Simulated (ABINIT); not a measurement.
# Converging GW for CdS (Hawleyite) in ABINIT, part 2 of 2

Aim: raise bands and screening cutoff together for CdS (Hawleyite) and follow gap and time.

ABINIT 10.8.3; LDA and many-body steps on it, plane waves. Known limits of the many-body steps: not at the basis limit; no spin-orbit coupling; coarse k mesh.

So far. Step 3 (Screening, 4×4×4 mesh, 78 bands, screening to 149.7 eV): Local fields lower ε∞ by 4 %. On a Γ-centred mesh this coarse the value itself is usually too large, while a short band sum pulls it down. Step 4 (78 bands, 149.7 eV): The gap on the mesh goes from 0.86 eV to 2.02 eV, a correction of +1.16 eV.

### Step 6. 117 bands, 203.5 eV

This step: G0W0 on LDA, plane waves, norm-conserving pseudopotentials.

Input file run.abi:

```
acell 3*1.0 Angstrom
rprim 
  -0.000000000000 2.916500000000 2.916500000000
  2.916500000000 -0.000000000000 2.916500000000
  2.916500000000 2.916500000000 -0.000000000000
ntypat 2
znucl 48 16
natom 2
typat 1 2
xred 
  0.000000000000 0.000000000000 0.000000000000
  0.250000000000 0.250000000000 0.250000000000
pp_dirpath "pseudos"
pseudos "Cd.upf, S.upf"
ecut 47
ngkpt 4 4 4
nshiftk 1
shiftk 0 0 0
kptopt 1
chksymbreak 0
istwfk *1
occopt 1
irdwfk 1
optdriver 4
nband 117
gwcalctyp 0
ecutsigx 47
symsigma 1
nkptgw 3
kptgw 
  0.0000000000 0.0000000000 0.0000000000
  0.5000000000 0.0000000000 0.0000000000
  0.5000000000 0.5000000000 0.0000000000
bdgw 
  11 17
  12 16
  12 15
ecuteps 7.48
irdscr 1
ppmodel 1
indata_prefix "in"
outdata_prefix "out"
tmpdata_prefix "tmp"
```

The run is started by

```
$ OMP_NUM_THREADS=1 mpirun -n 4 abinit run.abi > log
```

Numbers of over 12 decimals in the logs are rounded to 6 here.

The log of the run:

```text
.Version 10.8.3 of ABINIT. v10.8.2 released Aug 2026.

 Symmetries : space group F-4 3 m (#216); Bravais cF (face-center cubic)
[... echo of the input left out ...]
== DATASET  1 ==================================================================
-   mpi_nproc: 4, omp_nthreads: 1 (-1 if OMP is not activated)

--- !DatasetInfo
iteration_state: {dtset: 1, }
dimensions: {natom: 2, nkpt: 8, mband: 117, nsppol: 1, nspinor: 1, nspden: 1, mpw: 5180, }
cutoff_energies: {ecut:  47.0, pawecutdg:  -1.0, }
electrons: {nelect:   2.60000000E+01, charge:   0.00000000E+00, occopt:   1.00000000E+00, tsmear:   1.00000000E-02, }

 SIGMA: Calculation of the GW corrections

 Based on a program developped by R.W. Godby, V. Olevano, G. Onida, and L. Reining.
 Incorporated in ABINIT by V. Olevano, G.-M. Rignanese, and M. Torrent.
.Using double precision arithmetic ; gwpc =  8

[... cell and pseudopotentials left out ...]
--------------------------------------------------------------------------------

 ==== K-mesh for the wavefunctions ====
 Number of points in the irreducible wedge :     8
[... list of points left out ...]
 Together with 24 symmetry operations and time-reversal symmetry
 yields    64 points in the full Brillouin Zone.

 ==== Q-mesh for screening function ====
 Number of points in the irreducible wedge :     8
[... list of points left out ...]
 Together with 24 symmetry operations and time-reversal symmetry
 yields    64 points in the full Brillouin Zone.

 vcoul_init : cutoff-mode = AUXILIARY_FUNCTION
 q-points for optical limit:   1
     1)      0.000010    0.000020    0.000030
 setmesh: FFT mesh size selected  =    50x   50x   50
          total number of points  =       125000

 Number of electrons calculated from density =   26.0000; Expected =   26.0000
[...]
number of plane-waves for wavefunctions          5065
 number of bands                                   117
 number of q-points in IBZ                           8
 number of frequencies                               2
 number of real frequencies                          1
 number of imag frequencies                          1

 matrix elements of self-energy operator (all in [eV])

 Perturbative Calculation

--- !SelfEnergy_ee
iteration_state: {dtset: 1, }
kpoint     : [   0.000,    0.000,    0.000, ]
spin       : 1
KS_gap     :    0.860
QP_gap     :    2.063
Delta_QP_KS:    1.202
data: !SigmaeeData |
     Band     E0 <VxcDFT>   SigX SigC(E0)      Z dSigC/dE  Sig(E)    E-E0       E
       11   4.103 -15.269 -18.337   2.075   0.777  -0.287 -16.040  -0.771   3.332
       12   4.103 -15.269 -18.337   2.075   0.777  -0.287 -16.040  -0.771   3.332
       13   4.103 -15.269 -18.337   2.075   0.777  -0.287 -16.040  -0.771   3.332
[...]
--- !SelfEnergy_ee
iteration_state: {dtset: 1, }
kpoint     : [   0.500,    0.000,    0.000, ]
spin       : 1
KS_gap     :    3.528
QP_gap     :    4.892
Delta_QP_KS:    1.364
data: !SigmaeeData |
     Band     E0 <VxcDFT>   SigX SigC(E0)      Z dSigC/dE  Sig(E)    E-E0       E
[...]
--- !SelfEnergy_ee
iteration_state: {dtset: 1, }
kpoint     : [   0.500,    0.500,    0.000, ]
spin       : 1
KS_gap     :    5.233
QP_gap     :    6.354
Delta_QP_KS:    1.121
data: !SigmaeeData |
     Band     E0 <VxcDFT>   SigX SigC(E0)      Z dSigC/dE  Sig(E)    E-E0       E
[...]
14   7.415  -9.786  -5.664  -3.744   0.819  -0.221  -9.476   0.310   7.725
       15   8.253 -12.239  -7.445  -4.026   0.804  -0.244 -11.621   0.617   8.870

== END DATASET(S) ==============================================================
================================================================================

 -outvars: echo values of variables after computation  --------
           etotal      0.0000000000E+00
            nband         117
             nkpt           8
          spgroup         216
 [... the other variables as echoed above ...]

 Calculation completed.
```

The job ended after 26 s (4 MPI ranks of Arm Neoverse V2, shared host; peak memory 1.4 GiB).

Numbers from this step:

```yaml
g0w0_gap_on_the_points_computed: 2.063 eV
starting_gap_on_the_mesh: 0.8602 eV
k_of_the_valence_top: 0, 0, 0
k_of_the_conduction_bottom: 0, 0, 0
z_at_the_valence_top: 0.777
z_at_the_conduction_bottom: 0.807
least_direct_g0w0_gap_on_the_computed_points: 2.063 eV
```

Against G0W0 in ABINIT (4×4×4 mesh, 78 bands, screening to 149.7 eV, Godby-Needs plasmon pole), the gap moves by +0.046 eV.

### Step 7. Screening, 4×4×4 mesh, 171 bands, screening to 269.4 eV

This step: RPA screening on LDA, plane waves, norm-conserving pseudopotentials.

Changes to run.abi since step 6:

```diff
@@ -23,19 +23,8 @@
 irdwfk 1
-optdriver 4
-nband 117
-gwcalctyp 0
-ecutsigx 47
-symsigma 1
-nkptgw 3
-kptgw 
-  0.0000000000 0.0000000000 0.0000000000
-  0.5000000000 0.0000000000 0.0000000000
-  0.5000000000 0.5000000000 0.0000000000
-bdgw 
-  11 17
-  12 16
-  12 15
-ecuteps 7.48
-irdscr 1
-ppmodel 1
+optdriver 3
+nband 171
+ecuteps 9.9
+inclvkb 2
+awtr 1
+symchi 1
 indata_prefix "in"
```

The log of the run:

```text
.Version 10.8.3 of ABINIT. v10.8.2 released Aug 2026.

 Symmetries : space group F-4 3 m (#216); Bravais cF (face-center cubic)
[... echo of the input left out ...]
== DATASET  1 ==================================================================
-   mpi_nproc: 4, omp_nthreads: 1 (-1 if OMP is not activated)

--- !DatasetInfo
iteration_state: {dtset: 1, }
dimensions: {natom: 2, nkpt: 8, mband: 171, nsppol: 1, nspinor: 1, nspden: 1, mpw: 5180, }
cutoff_energies: {ecut:  47.0, pawecutdg:  -1.0, }
[...]
--------------------------------------------------------------------------------
[... chi0 elements left out ...]
 For q-point:  0.000010 0.000020 0.000030
  dielectric constant =  18.4925
  dielectric constant without local fields =  19.3629

  Average fulfillment of the sum rule on Im[epsilon] for q-point    1 :     75.74  [%]
[... wings left out ...]
  q-point number  2        q = ( 0.250000, 0.000000, 0.000000) [r.l.u.]
--------------------------------------------------------------------------------
[... chi0 elements left out ...]
  Average fulfillment of the sum rule on Im[epsilon] for q-point    2 :     84.85  [%]

 [... 6 further q-points ...]
```

It took 1.9 min on 4 MPI ranks; peak memory 1.8 GiB.

This step gave:

* ε∞ with local fields, on this mesh, along the program's q direction: 18.49
* the same without local fields: 19.36
* plasma frequency: 26.88 eV
* plane waves in the screening matrix: 531

### Step 8. 171 bands, 269.4 eV

This step: G0W0 on LDA, plane waves, norm-conserving pseudopotentials.

Changes to run.abi since step 7:

```diff
@@ -23,8 +23,19 @@
 irdwfk 1
-optdriver 3
+optdriver 4
 nband 171
+gwcalctyp 0
+ecutsigx 47
+symsigma 1
+nkptgw 3
+kptgw 
+  0.0000000000 0.0000000000 0.0000000000
+  0.5000000000 0.0000000000 0.0000000000
+  0.5000000000 0.5000000000 0.0000000000
+bdgw 
+  11 17
+  12 16
+  12 15
 ecuteps 9.9
-inclvkb 2
-awtr 1
-symchi 1
+irdscr 1
+ppmodel 1
 indata_prefix "in"
```

The log of the run:

```text
.Version 10.8.3 of ABINIT. v10.8.2 released Aug 2026.

 Symmetries : space group F-4 3 m (#216); Bravais cF (face-center cubic)
[... echo of the input left out ...]
== DATASET  1 ==================================================================
-   mpi_nproc: 4, omp_nthreads: 1 (-1 if OMP is not activated)

--- !DatasetInfo
iteration_state: {dtset: 1, }
dimensions: {natom: 2, nkpt: 8, mband: 171, nsppol: 1, nspinor: 1, nspden: 1, mpw: 5180, }
cutoff_energies: {ecut:  47.0, pawecutdg:  -1.0, }
[...]
Band     E0 <VxcDFT>   SigX SigC(E0)      Z dSigC/dE  Sig(E)    E-E0       E
[...]
14   7.415  -9.786  -5.664  -3.807   0.819  -0.222  -9.528   0.258   7.673
       15   8.253 -12.239  -7.445  -4.118   0.803  -0.245 -11.695   0.543   8.796

== END DATASET(S) ==============================================================
================================================================================

 -outvars: echo values of variables after computation  --------
           etotal      0.0000000000E+00
            nband         171
             nkpt           8
          spgroup         216
 [... the other variables as echoed above ...]

 Calculation completed.
```

The job ended after 83 s (4 MPI ranks; peak memory 2.1 GiB).

Numbers from this step:

* G0W0 gap on the points computed: 2.106 eV
* starting gap on the mesh: 0.8602 eV
* k of the valence top: 0, 0, 0
* k of the conduction bottom: 0, 0, 0
* least direct G0W0 gap on the computed points: 2.106 eV

Against G0W0 in ABINIT (4×4×4 mesh, 117 bands, screening to 203.5 eV, Godby-Needs plasmon pole), the gap moves by +0.043 eV.

### Step 9. Screening, 4×4×4 mesh, 256 bands, screening to 359.2 eV

This step: RPA screening on LDA, plane waves, norm-conserving pseudopotentials.

Changes to run.abi since step 8:

```diff
@@ -23,19 +23,8 @@
 irdwfk 1
-optdriver 4
-nband 171
-gwcalctyp 0
-ecutsigx 47
-symsigma 1
-nkptgw 3
-kptgw 
-  0.0000000000 0.0000000000 0.0000000000
-  0.5000000000 0.0000000000 0.0000000000
-  0.5000000000 0.5000000000 0.0000000000
-bdgw 
-  11 17
-  12 16
-  12 15
-ecuteps 9.9
-irdscr 1
-ppmodel 1
+optdriver 3
+nband 256
+ecuteps 13.2
+inclvkb 2
+awtr 1
+symchi 1
 indata_prefix "in"
```

The log of the run:

```text
.Version 10.8.3 of ABINIT. v10.8.2 released Aug 2026.

 Symmetries : space group F-4 3 m (#216); Bravais cF (face-center cubic)
[... echo of the input left out ...]
== DATASET  1 ==================================================================
-   mpi_nproc: 4, omp_nthreads: 1 (-1 if OMP is not activated)

--- !DatasetInfo
iteration_state: {dtset: 1, }
dimensions: {natom: 2, nkpt: 8, mband: 256, nsppol: 1, nspinor: 1, nspden: 1, mpw: 5180, }
cutoff_energies: {ecut:  47.0, pawecutdg:  -1.0, }
[...]
--------------------------------------------------------------------------------
[... chi0 elements left out ...]
 For q-point:  0.000010 0.000020 0.000030
  dielectric constant =  18.4857
  dielectric constant without local fields =  19.3641

  Average fulfillment of the sum rule on Im[epsilon] for q-point    1 :     83.83  [%]
[... wings left out ...]
  q-point number  2        q = ( 0.250000, 0.000000, 0.000000) [r.l.u.]
--------------------------------------------------------------------------------
[... chi0 elements left out ...]
  Average fulfillment of the sum rule on Im[epsilon] for q-point    2 :     90.07  [%]

 [... 6 further q-points ...]
```

Wall time 4.9 min (4 MPI ranks); peak memory 3 GiB.

Numbers from this step:

```
ε∞ with local fields, on this mesh, along the program's q direction : 18.49
the same without local fields                                       : 19.36
plasma frequency                                                    : 26.88 eV
plane waves in the screening matrix                                 : 749
```

### Step 10. 256 bands, 359.2 eV

This step: G0W0 on LDA, plane waves, norm-conserving pseudopotentials.

Changes to run.abi since step 9:

```diff
@@ -23,8 +23,19 @@
 irdwfk 1
-optdriver 3
+optdriver 4
 nband 256
+gwcalctyp 0
+ecutsigx 47
+symsigma 1
+nkptgw 3
+kptgw 
+  0.0000000000 0.0000000000 0.0000000000
+  0.5000000000 0.0000000000 0.0000000000
+  0.5000000000 0.5000000000 0.0000000000
+bdgw 
+  11 17
+  12 16
+  12 15
 ecuteps 13.2
-inclvkb 2
-awtr 1
-symchi 1
+irdscr 1
+ppmodel 1
 indata_prefix "in"
```

The log of the run:

```text
.Version 10.8.3 of ABINIT. v10.8.2 released Aug 2026.

 Symmetries : space group F-4 3 m (#216); Bravais cF (face-center cubic)
[... echo of the input left out ...]
== DATASET  1 ==================================================================
-   mpi_nproc: 4, omp_nthreads: 1 (-1 if OMP is not activated)

--- !DatasetInfo
iteration_state: {dtset: 1, }
dimensions: {natom: 2, nkpt: 8, mband: 256, nsppol: 1, nspinor: 1, nspden: 1, mpw: 5180, }
cutoff_energies: {ecut:  47.0, pawecutdg:  -1.0, }
[...]
Band     E0 <VxcDFT>   SigX SigC(E0)      Z dSigC/dE  Sig(E)    E-E0       E
[...]
14   7.415  -9.786  -5.664  -3.853   0.818  -0.222  -9.566   0.220   7.636
       15   8.253 -12.239  -7.445  -4.186   0.803  -0.245 -11.750   0.488   8.741

== END DATASET(S) ==============================================================
================================================================================

 -outvars: echo values of variables after computation  --------
           etotal      0.0000000000E+00
            nband         256
             nkpt           8
          spgroup         216
 [... the other variables as echoed above ...]

 Calculation completed.
```

Wall time 3.9 min (4 MPI ranks); peak memory 3.7 GiB; 16 min of CPU time.

This step gave:

```
G0W0 gap on the points computed              : 2.141 eV
starting gap on the mesh                     : 0.8602 eV
k of the valence top                         : 0, 0, 0
k of the conduction bottom                   : 0, 0, 0
least direct G0W0 gap on the computed points : 2.141 eV
```

Against G0W0 in ABINIT (4×4×4 mesh, 171 bands, screening to 269.4 eV, Godby-Needs plasmon pole), the gap moves by +0.035 eV.

### Step 11. Screening, 4×4×4 mesh, 374 bands, screening to 466.9 eV

This step: RPA screening on LDA, plane waves, norm-conserving pseudopotentials.

Changes to run.abi since step 10:

```diff
@@ -23,19 +23,8 @@
 irdwfk 1
-optdriver 4
-nband 256
-gwcalctyp 0
-ecutsigx 47
-symsigma 1
-nkptgw 3
-kptgw 
-  0.0000000000 0.0000000000 0.0000000000
-  0.5000000000 0.0000000000 0.0000000000
-  0.5000000000 0.5000000000 0.0000000000
-bdgw 
-  11 17
-  12 16
-  12 15
-ecuteps 13.2
-irdscr 1
-ppmodel 1
+optdriver 3
+nband 374
+ecuteps 17.16
+inclvkb 2
+awtr 1
+symchi 1
 indata_prefix "in"
```

The log of the run:

```text
.Version 10.8.3 of ABINIT. v10.8.2 released Aug 2026.

 Symmetries : space group F-4 3 m (#216); Bravais cF (face-center cubic)
[... echo of the input left out ...]
== DATASET  1 ==================================================================
-   mpi_nproc: 4, omp_nthreads: 1 (-1 if OMP is not activated)

--- !DatasetInfo
iteration_state: {dtset: 1, }
dimensions: {natom: 2, nkpt: 8, mband: 374, nsppol: 1, nspinor: 1, nspden: 1, mpw: 5180, }
cutoff_energies: {ecut:  47.0, pawecutdg:  -1.0, }
[...]
--------------------------------------------------------------------------------
[... chi0 elements left out ...]
 For q-point:  0.000010 0.000020 0.000030
  dielectric constant =  18.4797
  dielectric constant without local fields =  19.3644

  Average fulfillment of the sum rule on Im[epsilon] for q-point    1 :     89.13  [%]
[... wings left out ...]
  q-point number  2        q = ( 0.250000, 0.000000, 0.000000) [r.l.u.]
--------------------------------------------------------------------------------
[... chi0 elements left out ...]
  Average fulfillment of the sum rule on Im[epsilon] for q-point    2 :     93.27  [%]

 [... 6 further q-points ...]
```

The job ended after 13 min (4 MPI ranks; peak memory 4.2 GiB; 51 min of CPU time).

This step gave:

- ε∞ with local fields, on this mesh, along the program's q direction: 18.48
- the same without local fields: 19.36
- plasma frequency: 26.88 eV
- plane waves in the screening matrix: 1139

### Step 12. 374 bands, 466.9 eV

This step: G0W0 on LDA, plane waves, norm-conserving pseudopotentials.

Changes to run.abi since step 11:

```diff
@@ -23,8 +23,19 @@
 irdwfk 1
-optdriver 3
+optdriver 4
 nband 374
+gwcalctyp 0
+ecutsigx 47
+symsigma 1
+nkptgw 3
+kptgw 
+  0.0000000000 0.0000000000 0.0000000000
+  0.5000000000 0.0000000000 0.0000000000
+  0.5000000000 0.5000000000 0.0000000000
+bdgw 
+  11 17
+  12 16
+  12 15
 ecuteps 17.16
-inclvkb 2
-awtr 1
-symchi 1
+irdscr 1
+ppmodel 1
 indata_prefix "in"
```

The log of the run:

```text
.Version 10.8.3 of ABINIT. v10.8.2 released Aug 2026.

 Symmetries : space group F-4 3 m (#216); Bravais cF (face-center cubic)
[... echo of the input left out ...]
== DATASET  1 ==================================================================
-   mpi_nproc: 4, omp_nthreads: 1 (-1 if OMP is not activated)

--- !DatasetInfo
iteration_state: {dtset: 1, }
dimensions: {natom: 2, nkpt: 8, mband: 374, nsppol: 1, nspinor: 1, nspden: 1, mpw: 5180, }
cutoff_energies: {ecut:  47.0, pawecutdg:  -1.0, }
[...]
Band     E0 <VxcDFT>   SigX SigC(E0)      Z dSigC/dE  Sig(E)    E-E0       E
[...]
14   7.415  -9.786  -5.664  -3.881   0.818  -0.222  -9.589   0.197   7.612
       15   8.253 -12.239  -7.445  -4.228   0.803  -0.246 -11.785   0.454   8.707

== END DATASET(S) ==============================================================
================================================================================

 -outvars: echo values of variables after computation  --------
           etotal      0.0000000000E+00
            nband         374
             nkpt           8
          spgroup         216
 [... the other variables as echoed above ...]

 Calculation completed.
```

The job ended after 13 min (4 MPI ranks; peak memory 6.2 GiB).

This step gave:

- G0W0 gap on the points computed: 2.166 eV
- starting gap on the mesh: 0.8602 eV
- k of the valence top: 0, 0, 0
- k of the conduction bottom: 0, 0, 0
- least direct G0W0 gap on the computed points: 2.166 eV

Against G0W0 in ABINIT (4×4×4 mesh, 256 bands, screening to 359.2 eV, Godby-Needs plasmon pole), the gap moves by +0.025 eV.

### Step 13. Side by side

Times are wall times on 4 MPI ranks of Arm Neoverse V2, shared host, good to a factor of about two. A run's time includes the screening step that it read.

```
                run   mesh  bands  screening cutoff (eV)  DFT gap (eV)  gap on the mesh (eV)  direct (eV)  ε∞ used     time
 78 bands, 149.7 eV  4×4×4     78                  149.7         0.860                 2.017        2.017    18.50     37 s
117 bands, 203.5 eV  4×4×4    117                  203.5         0.860                 2.063        2.063    18.50     80 s
171 bands, 269.4 eV  4×4×4    171                  269.4         0.860                 2.106        2.106    18.49  3.3 min
256 bands, 359.2 eV  4×4×4    256                  359.2         0.860                 2.141        2.141    18.49  8.9 min
374 bands, 466.9 eV  4×4×4    374                  466.9         0.860                 2.166        2.166    18.48   26 min
```

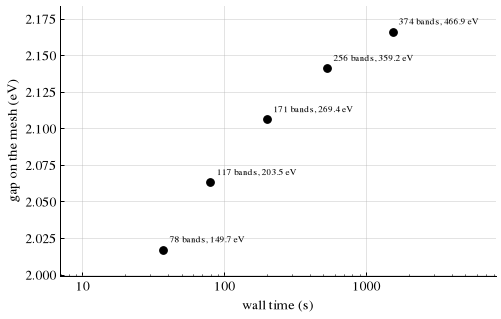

Result against wall time.

### Step 14. Outcome

```
78 bands, 149.7 eV  : 2.017 eV
117 bands, 203.5 eV : 2.063 eV
171 bands, 269.4 eV : 2.106 eV
256 bands, 359.2 eV : 2.141 eV
374 bands, 466.9 eV : 2.166 eV
known limits        : not at the basis limit; no spin-orbit coupling; coarse k mesh
```

What this shows: From the first rung to the last the gap moves by +0.15 eV for 41 times the time. In the G0W0 runs levels were corrected at 3 k points alone, so a gap called «on the mesh» is the least over those, and an edge elsewhere would be missed. The 4×4×4 mesh is coarse for this cell, which bears on the long-range parts of exchange and screening. The many-body steps are scalar-relativistic: spin-orbit coupling is not in them.

[Paths, hosts, dates, memory and timing lines, banners, echoed tables and standing remarks are left out of the program output.]

[Logs are printed without paths, hosts, clocks, repeated set-up lines and the standing remarks that a program may print on its own settings, such as how far it seeks lower states.]

[Runs of the session that timed out or met a known fault of the program may be left out.]

[Hosts, paths, dates, database ids (printed as entryN), source tags and the programs' standing remarks are cut or masked in the printed files.]

[G0W0 gaps are taken among the corrected bands and points alone; a level outside them can change the order at an edge.]

[Where Ansatz stands beside ABINIT at settings called matched, ABINIT's density can come from a denser mesh and the files from another edition; pairs whose starting gaps differed by over 0.03 eV were left out, so agreement reads better than it is.]
